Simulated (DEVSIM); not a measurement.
Structure: Cr/SiO2/p-Si capacitor, at 400 K.

```tsv
layer (left to right)	material	thickness (nm)	Na (cm⁻³)
1	SiO2	14.0	-
2	Si	760	5.7e17
```

Metal gate on the left, work function 4.5 eV. Fixed charge at the semiconductor interface -8.4e11 cm⁻² (in units of +e); no interface traps.

The device is made up for the run: typed textbook-type constants, with dimensions and the other settings drawn at random. Values at 300 K; Nc and Nv go as T^1.5, mobilities as T to minus their exponent, the gap by Varshni's rule with the affinity fixed.

| parameter | SiO2 | Si |
|---|---|---|
| gap (eV) | 9 | 1.124 |
| affinity (eV) | 0.9 | 4.05 |
| permittivity | 3.9 | 11.7 |
| Nc (cm⁻³) | - | 2.86e19 |
| Nv (cm⁻³) | - | 3.1e19 |
| Varshni α (eV/K) | - | 0.000473 |
| Varshni β (K) | - | 636 |

Simulated with DEVSIM: 1D Poisson equation in equilibrium, Boltzmann statistics, complete ionisation; no quantum confinement or tunnelling. Metal contacts follow the ideal Schottky-Mott rule: no Fermi-level pinning, no interface dipoles.

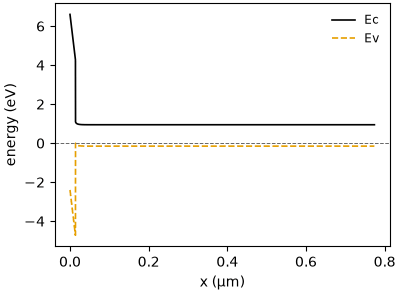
Fig. 1. Band edges at -3.0 V on the gate

Energies count from the Fermi level of the right contact; mesh points crowd at the junctions.

```json
[
 {"x (μm)": "0.000", "Ec (eV)": "6.600", "Ev (eV)": "-2.400", "n (cm⁻³)": "< 1e2", "p (cm⁻³)": "< 1e2", "field (V/cm)": "-1700000"},
 {"x (μm)": "0.001130", "Ec (eV)": "6.410", "Ev (eV)": "-2.590", "n (cm⁻³)": "< 1e2", "p (cm⁻³)": "< 1e2", "field (V/cm)": "-1700000"},
 {"x (μm)": "0.003044", "Ec (eV)": "6.088", "Ev (eV)": "-2.912", "n (cm⁻³)": "< 1e2", "p (cm⁻³)": "< 1e2", "field (V/cm)": "-1700000"},
 {"x (μm)": "0.006629", "Ec (eV)": "5.485", "Ev (eV)": "-3.515", "n (cm⁻³)": "< 1e2", "p (cm⁻³)": "< 1e2", "field (V/cm)": "-1700000"},
 {"x (μm)": "0.01125", "Ec (eV)": "4.708", "Ev (eV)": "-4.292", "n (cm⁻³)": "< 1e2", "p (cm⁻³)": "< 1e2", "field (V/cm)": "-1700000"},
 {"x (μm)": "0.01304", "Ec (eV)": "4.407", "Ev (eV)": "-4.593", "n (cm⁻³)": "< 1e2", "p (cm⁻³)": "< 1e2", "field (V/cm)": "-1700000"},
 {"x (μm)": "0.01408", "Ec (eV)": "1.090", "Ev (eV)": "-0.006", "n (cm⁻³)": "810000", "p (cm⁻³)": "4.0e19", "field (V/cm)": "-630000"},
 {"x (μm)": "0.01594", "Ec (eV)": "1.025", "Ev (eV)": "-0.071", "n (cm⁻³)": "5400000", "p (cm⁻³)": "6.0e18", "field (V/cm)": "-210000"},
 {"x (μm)": "0.01914", "Ec (eV)": "0.984", "Ev (eV)": "-0.113", "n (cm⁻³)": "1.8e7", "p (cm⁻³)": "1.8e18", "field (V/cm)": "-79000"},
 {"x (μm)": "0.02523", "Ec (eV)": "0.957", "Ev (eV)": "-0.139", "n (cm⁻³)": "3.8e7", "p (cm⁻³)": "8.4e17", "field (V/cm)": "-23000"},
 {"x (μm)": "0.03804", "Ec (eV)": "0.945", "Ev (eV)": "-0.151", "n (cm⁻³)": "5.4e7", "p (cm⁻³)": "6.0e17", "field (V/cm)": "-2600"},
 {"x (μm)": "0.07561", "Ec (eV)": "0.944", "Ev (eV)": "-0.153", "n (cm⁻³)": "5.7e7", "p (cm⁻³)": "5.7e17", "field (V/cm)": "≈ 0"},
 {"x (μm)": "0.1405", "Ec (eV)": "0.944", "Ev (eV)": "-0.153", "n (cm⁻³)": "5.7e7", "p (cm⁻³)": "5.7e17", "field (V/cm)": "≈ 0"},
 {"x (μm)": "0.2638", "Ec (eV)": "0.944", "Ev (eV)": "-0.153", "n (cm⁻³)": "5.7e7", "p (cm⁻³)": "5.7e17", "field (V/cm)": "≈ 0"},
 {"x (μm)": "0.5456", "Ec (eV)": "0.944", "Ev (eV)": "-0.153", "n (cm⁻³)": "5.7e7", "p (cm⁻³)": "5.7e17", "field (V/cm)": "≈ 0"},
 {"x (μm)": "0.6584", "Ec (eV)": "0.944", "Ev (eV)": "-0.153", "n (cm⁻³)": "5.7e7", "p (cm⁻³)": "5.7e17", "field (V/cm)": "≈ 0"},
 {"x (μm)": "0.7177", "Ec (eV)": "0.944", "Ev (eV)": "-0.153", "n (cm⁻³)": "5.7e7", "p (cm⁻³)": "5.7e17", "field (V/cm)": "≈ 0"},
 {"x (μm)": "0.7460", "Ec (eV)": "0.944", "Ev (eV)": "-0.153", "n (cm⁻³)": "5.7e7", "p (cm⁻³)": "5.7e17", "field (V/cm)": "≈ 0"},
 {"x (μm)": "0.7638", "Ec (eV)": "0.944", "Ev (eV)": "-0.153", "n (cm⁻³)": "5.7e7", "p (cm⁻³)": "5.7e17", "field (V/cm)": "≈ 0"},
 {"x (μm)": "0.7694", "Ec (eV)": "0.944", "Ev (eV)": "-0.153", "n (cm⁻³)": "5.7e7", "p (cm⁻³)": "5.7e17", "field (V/cm)": "≈ 0"},
 {"x (μm)": "0.7723", "Ec (eV)": "0.944", "Ev (eV)": "-0.153", "n (cm⁻³)": "5.7e7", "p (cm⁻³)": "5.7e17", "field (V/cm)": "≈ 0"},
 {"x (μm)": "0.7740", "Ec (eV)": "0.944", "Ev (eV)": "-0.153", "n (cm⁻³)": "5.7e7", "p (cm⁻³)": "5.7e17", "field (V/cm)": "≈ 0"}
]
```
